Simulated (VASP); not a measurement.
Band structure of CaF$_{2}$ (space group Fm-3m). Level of theory: PBE GGA, VASP's PBE PAW potentials (set 64) (plane waves; VASP).

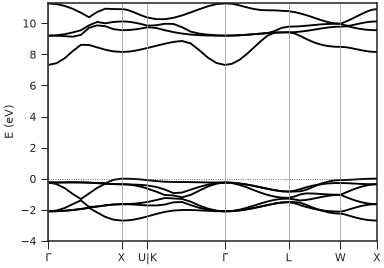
Figure. Bands along high-symmetry lines, zero at the valence-band maximum or, without a gap, the Fermi level

### Question
Read the plot: is there a gap, and where are the band edges?

### Answer
The gap is indirect, 7.32 eV, from the valence maximum at X to the conduction minimum at Γ.

The structure is a typed CaF2 crystal (Fm-3m). The cell was not relaxed at this level.
